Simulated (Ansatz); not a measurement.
Start from GaAs in the zinc blende structure (space group F-43m, No. 216; a = 5.6656 Å). Axes: x, y, z lie along the cube axes.

Modification: uniaxial stress, 3 GPa compression along x, with the cell and atoms free to relax against it.

Computed with r2SCAN (Ansatz, a quantum-chemistry and plane-wave program, PAW, scalar-relativistic without spin-orbit coupling), earlier PAW set.

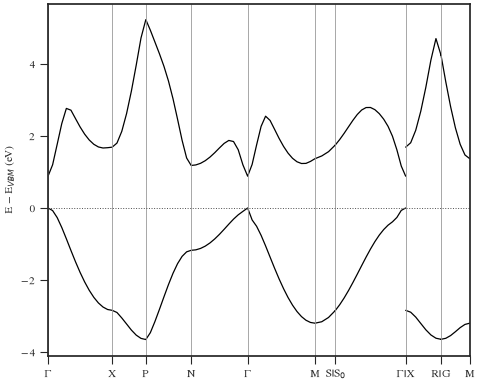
Figure. Highest valence and lowest conduction band along the path of the changed cell's own zone

The gap is 0.88 eV, direct at Γ; the base has 0.97 eV.

Load acts through the strain it causes; cell and atoms are relaxed under it. Stability under load was not tested beyond the relaxation. Labels are those of the standard path for the cell's own space group.
